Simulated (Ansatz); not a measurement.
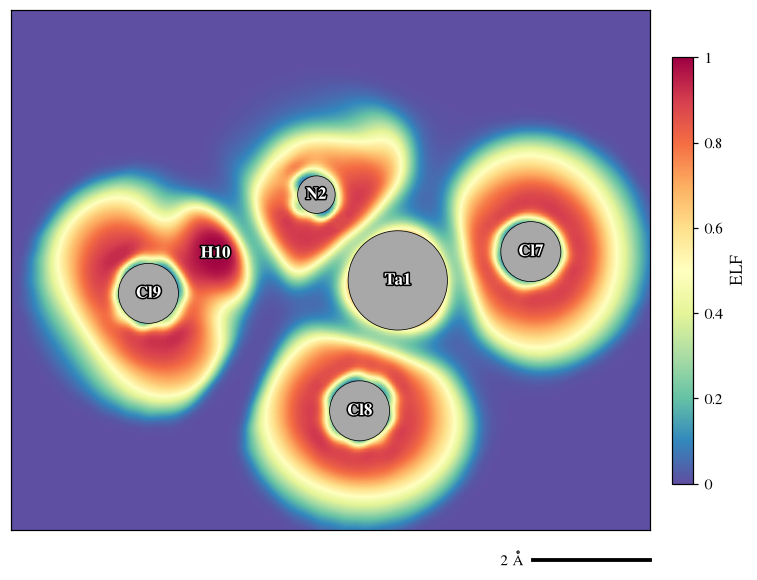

Figure. Cl₄H₂NTa···HCl. ELF on the plane of atoms N2, Ta1 and Cl8. Grey discs cover the atomic cores.

Core potentials replace the inner electrons of Ta.

The calculation used RKS PBE/def2-SVP (Ansatz 0.2.0).

```json
{"atom": "Ta", "x (Å)": "-0.0525", "y (Å)": "0.2542", "z (Å)": "0.0264"}
{"atom": "N", "x (Å)": "1.9287", "y (Å)": "0.0108", "z (Å)": "0.2203"}
{"atom": "H", "x (Å)": "2.4350", "y (Å)": "0.2728", "z (Å)": "1.0742"}
{"atom": "H", "x (Å)": "2.5582", "y (Å)": "-0.0495", "z (Å)": "-0.5885"}
{"atom": "Cl", "x (Å)": "0.0282", "y (Å)": "0.6817", "z (Å)": "2.3306"}
{"atom": "Cl", "x (Å)": "0.3665", "y (Å)": "-0.2020", "z (Å)": "-2.2354"}
{"atom": "Cl", "x (Å)": "-0.9663", "y (Å)": "2.3223", "z (Å)": "-0.4416"}
{"atom": "Cl", "x (Å)": "-1.4708", "y (Å)": "-1.5460", "z (Å)": "0.2698"}
{"atom": "Cl", "x (Å)": "2.2240", "y (Å)": "-3.2162", "z (Å)": "0.8716"}
{"atom": "H", "x (Å)": "2.1178", "y (Å)": "-1.9284", "z (Å)": "0.6120"}
```

> What does the map show?

- Atoms in the plane: Ta, N, Cl and H.
- N2···H10 (1.99 Å): the ELF dips to about 0.20 between them.
- Ta–N (2.01 Å): the ELF peaks at about 0.85 in the valence shell of N, 0.7 Å from its nucleus, and is about 0.35 at the midpoint.
- Ta–Cl (2.30 Å): the ELF peaks at about 0.85 in the valence shell of Cl, 0.8 Å from its nucleus, and is about 0.40 at the midpoint.
- Cl–H (1.32 Å): the ELF climbs to about 1 towards the hydrogen, as it does in any bond to H: an ordinary covalent bond to hydrogen.
- The ELF also peaks beside Cl9, away from the bonds: lone-pair regions.
